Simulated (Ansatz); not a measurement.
A series of calculations on C₂H₇BrOSi

Part 1: Relaxation

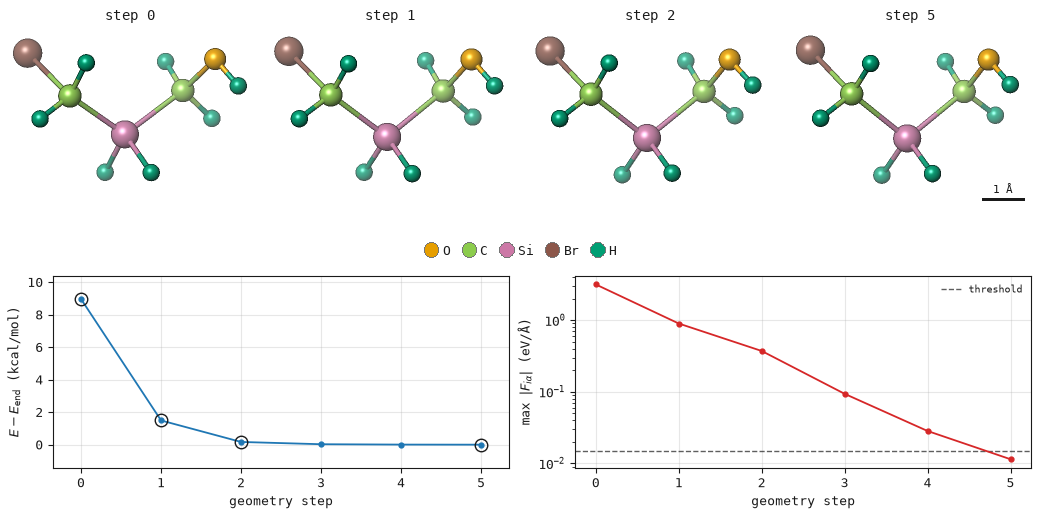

Frames of a relaxation of C$_{2}$H$_{7}$BrOSi, marked on the history of the run. Style: ball-and-stick. Shown from a free direction.

The run prepares an end point of a later path (torsion) calculation, from a guessed geometry.

Computed with RKS B3LYP/def2-SVP in Ansatz 0.2.0.

Input file:
```yaml
crystal:
  periodic: [false, false, false]
  atoms:
    - { symbol: O, position_ang: [-0.4112, -0.5169, 2.1071] }
    - { symbol: C, position_ang: [-0.7221, 0.507, 1.0832] }
    - { symbol: Si, position_ang: [0.4301, 0.5744, -0.3836] }
    - { symbol: C, position_ang: [0.4679, -0.9388, -1.3974] }
    - { symbol: Br, position_ang: [-1.2954, -1.05, -2.3781] }
    - { symbol: H, position_ang: [0.3333, -0.1732, 2.5835] }
    - { symbol: H, position_ang: [-1.7049, 0.3253, 0.7188] }
    - { symbol: H, position_ang: [-0.7006, 1.5035, 1.5728] }
    - { symbol: H, position_ang: [0.1988, 1.8033, -1.1466] }
    - { symbol: H, position_ang: [1.8412, 0.7418, 0.1981] }
    - { symbol: H, position_ang: [1.1629, -0.9736, -2.1391] }
    - { symbol: H, position_ang: [0.477, -1.858, -0.7847] }
basis:
  gaussian: { orbitals: def2-SVP }
hamiltonian:
  xc: b3lyp
relax:
  f_tol: 0.015
  max_steps: 40
```

Launched with:
```bash
ansatz run input.yaml --threads 2 --pin off --max-ram 3072MiB --backend cpu --events-out ev --progress --plain --runs-dir out
```

Describe the path.

The energy falls by 8.96 kcal/mol in 5 geometry steps. The largest force component goes from 3.1 to 0.011 eV/Å. The largest move after the best rigid fit is that of H6, 0.24 Å. By element the largest moves are H 0.24 Å, O 0.16 Å, Si 0.11 Å, Br 0.10 Å, C 0.08 Å. Near-neighbour distances that change, for instance: C4–H11 1.017 → 1.098 Å, Si3–C4 1.822 → 1.897 Å, O1–C2 1.481 → 1.427 Å, C4–Br5 2.021 → 1.974 Å. Bond angles that change, for instance: O1–C2–Si3 116.0° → 110.2°, C2–Si3–C4 114.8° → 109.2°, H9–Si3–H10 104.5° → 109.2°. The run took 22 s on 2 threads of Intel(R) Xeon(R) Platinum 8375C CPU @ 2.90GHz (Ice Lake), on a shared host, peak memory 0.35 GiB. From step 0 to 1: H6 moves most (0.10 Å), energy −7.47 kcal/mol. From step 1 to 2: H9 moves most (0.07 Å), energy −1.32 kcal/mol. From step 2 to 5: H6 moves most (0.07 Å), energy −0.17 kcal/mol.

Part 2: Relaxation

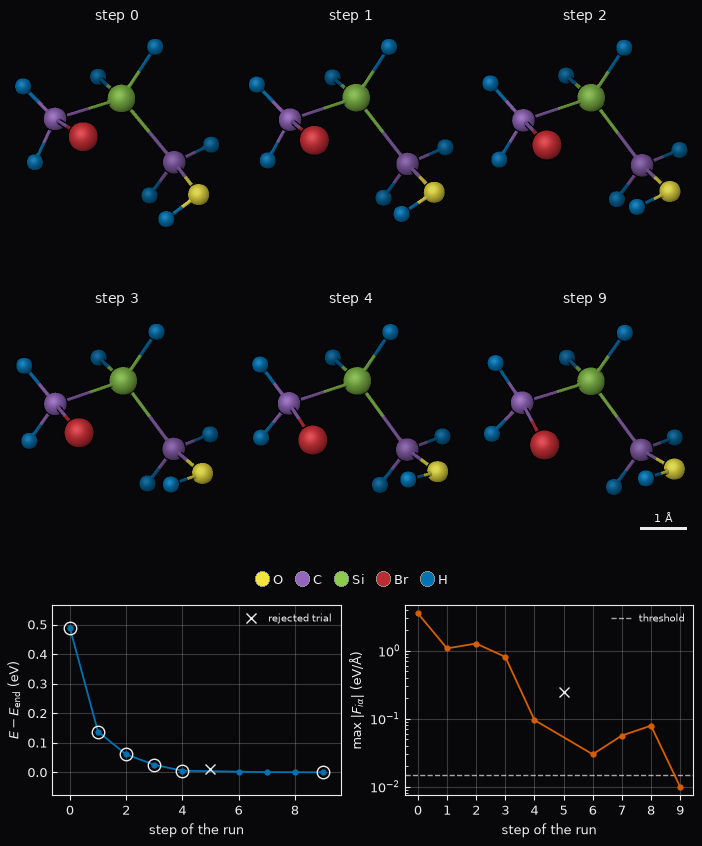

Frames of a relaxation of C₂H₇BrOSi, marked on the history of the run. The picture is a ball-and-stick view, seen from a free direction.

The run prepares an end point of a later path (torsion) calculation, from a guessed geometry.

Computed with RKS B3LYP/def2-SVP in Ansatz 0.2.0. (no spin polarisation; force threshold 0.015 eV/Å; at most 40 steps)

Describe the path.

The atom that moves furthest after the best rigid fit is an H atom (0.67 Å). By element the largest moves are H 0.67 Å, Br 0.61 Å, O 0.26 Å, C 0.11 Å, Si 0.08 Å. Near-neighbour distances that change, for instance: C–Si 1.822 → 1.906 Å, C–H 1.017 → 1.099 Å, C–O 1.481 → 1.417 Å, C–H 1.064 → 1.104 Å. Bond angles that change, for instance: C–Si–H 114.2° → 108.6°, H–Si–H 104.5° → 109.9°, Si–C–Br 107.3° → 112.3°. Over 8 accepted moves (9 points after the start) the energy falls by 0.489 eV. Largest force component: 3.5 eV/Å at the start, 0.0099 eV/Å at the end. The line search rejected the trial step at point 5 of the run. The run took 36 s on 2 threads of Intel(R) Xeon(R) Platinum 8375C CPU @ 2.90GHz (Ice Lake), with other jobs on the host, peak memory 0.36 GiB. From step 0 to 1: an H atom moves most (0.15 Å), energy −0.351 eV. From step 1 to 2: an H atom moves most (0.19 Å), energy −0.077 eV. From step 2 to 3: an H atom moves most (0.14 Å), energy −0.035 eV. From step 3 to 4: the Br atom moves most (0.19 Å), energy −0.020 eV. From step 4 to 9: the Br atom moves most (0.13 Å), energy −0.005 eV.

| step | E − E(0), eV | largest force component, eV/Å | note |
| --- | --- | --- | --- |
| 0 | 0.0000 | 3.5455 |  |
| 1 | -0.3514 | 1.0842 |  |
| 2 | -0.4280 | 1.2778 |  |
| 3 | -0.4631 | 0.8111 |  |
| 4 | -0.4834 | 0.0954 |  |
| 5 | -0.4775 | 0.2492 | rejected |
| 6 | -0.4866 | 0.0299 |  |
| 7 | -0.4880 | 0.0565 |  |
| 8 | -0.4884 | 0.0790 |  |
| 9 | -0.4889 | 0.0099 |  |

Part 3: Path

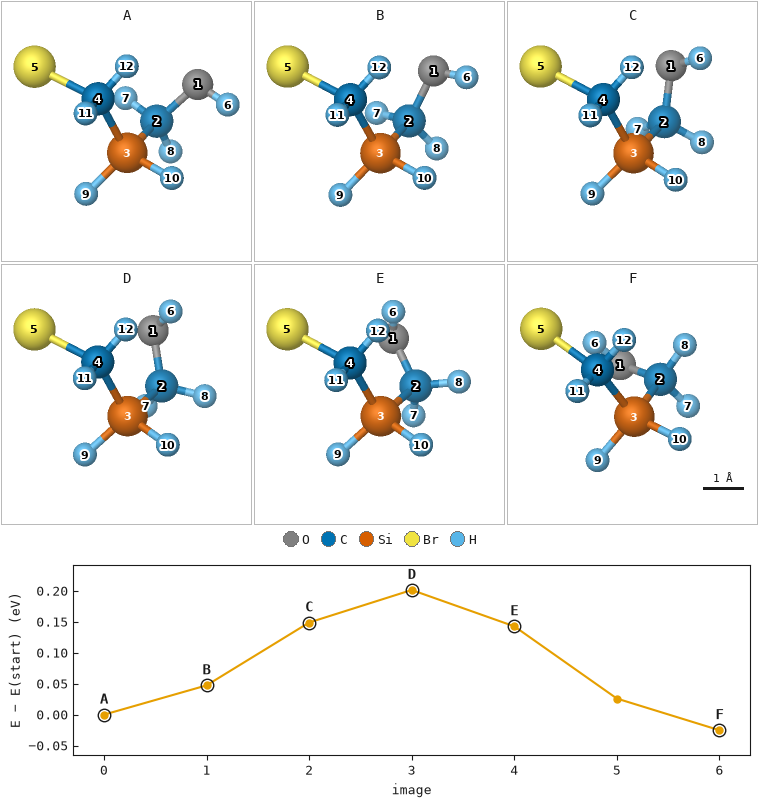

A search for the minimum-energy path of C₂H₇BrOSi by the nudged elastic band. Images are numbered from 0 (start) to 6 (end). Frames A to F are images 0, 1, 2, 3, 4, 6. The picture is a ball-and-stick view, seen from a free direction.

Level of theory: Ansatz 0.2.0, RKS B3LYP/def2-SVP. Run with 5 movable images; climbing image; force threshold 0.05 eV/Å; iteration limit 60; starting path through a guess of the saddle point.

What happens along the path, and what is the barrier?

Answer. Forward barrier 0.202 eV, backward barrier 0.227 eV, with image 3 at the top; the reaction energy is −0.025 eV. The motion is a rotation about the C2–Si3 bond by about 135°. No bond forms or breaks between the ends. Bond angles that change up to the highest image, for instance: O1–C2–Si3 110.2° → 115.1°, Si3–C2–H8 111.9° → 109.3°. The band converged in 7 iterations. The largest component of the band force went from 32 to 0.048 eV/Å. The climbing image converged on the top of the path. Its vibrational analysis gives one imaginary mode (128i cm⁻¹), as a transition state must have.

The run took 2.1 min on 2 threads of Intel(R) Xeon(R) Platinum 8375C CPU @ 2.90GHz (Ice Lake), on a shared host, peak memory 0.35 GiB.
